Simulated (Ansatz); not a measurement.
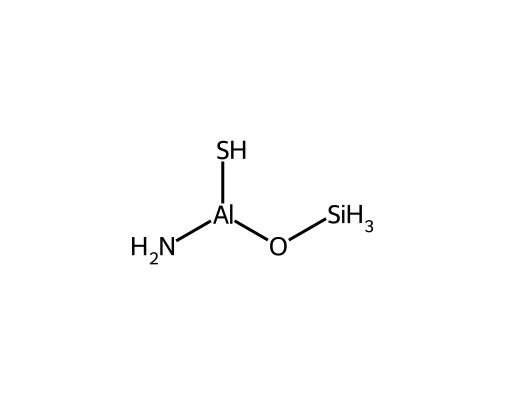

A structural formula.

> Transcribe the drawing into SMILES.

[NH2][Al]([SH])[O][SiH3]

> What is the molecular formula?

AlH6NOSSi.

> An optimisation with PBE0-D4/def2-TZVP gave a structure of which point group?

Cs. Other conformers may differ.

The parts below concern this one geometry. Atoms keep their numbers from picture to picture. The geometry was computed by an optimisation with PBE0-D4/def2-TZVP.

**Vibrations**

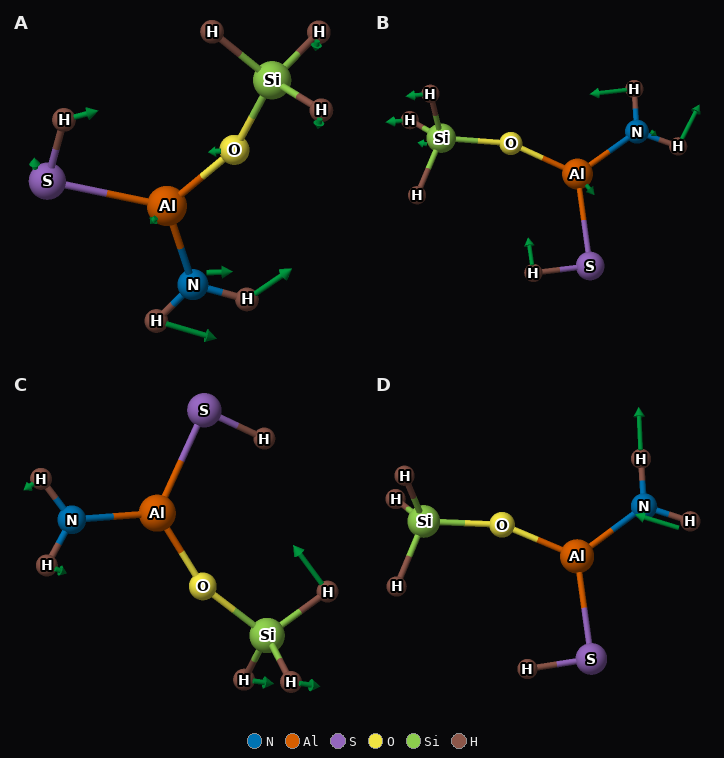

4 normal modes of one molecule or complex, as arrows. Harmonic vibrations computed with RKS PBE0-D4/def2-TZVP (Ansatz 0.2.0) at a stationary point of the same level.

> Match the panels to the wavenumbers 153 cm⁻¹, 570 cm⁻¹, 739 cm⁻¹, 3711 cm⁻¹.

A: 153 cm⁻¹
B: 570 cm⁻¹
C: 739 cm⁻¹, H–Si–O bending
D: 3711 cm⁻¹, out-of-phase stretching of 2 N–H bonds

**Electronic properties**

Level of theory: RKS PBE-D4/def2-TZVPP (Ansatz 0.2.0).

> Estimate the dispersion correction.

−24.5 kJ/mol.

> What is the dipole moment?

1.29 D.

> Give the LUMO energy (Kohn–Sham orbital) at this level.

−1.27 eV.

> What is the HOMO energy (Kohn–Sham orbital)?

−6.10 eV.

**Charges**

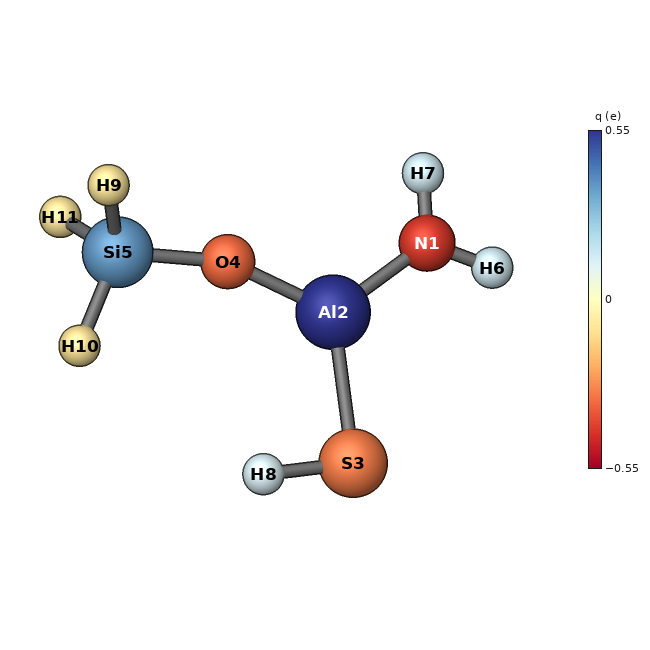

Atoms are coloured by their Mulliken charges. Method: RKS B3LYP-D4/def2-TZVPP (Ansatz 0.2.0).

> Which atom carries the highest charge (most positive or least negative)?

Al2 (0.55 e).

> And the lowest?

N1 (−0.41 e).

List the Mulliken charges.

```csv
atom,value (e)
N1,−0.41
Al2,0.55
S3,−0.30
O4,−0.33
Si5,0.36
H6,0.13
H7,0.14
H8,0.11
H9,−0.08
H10,−0.09
H11,−0.08
```

Mulliken values depend strongly on the basis set and can even reverse the polarity of a bond.
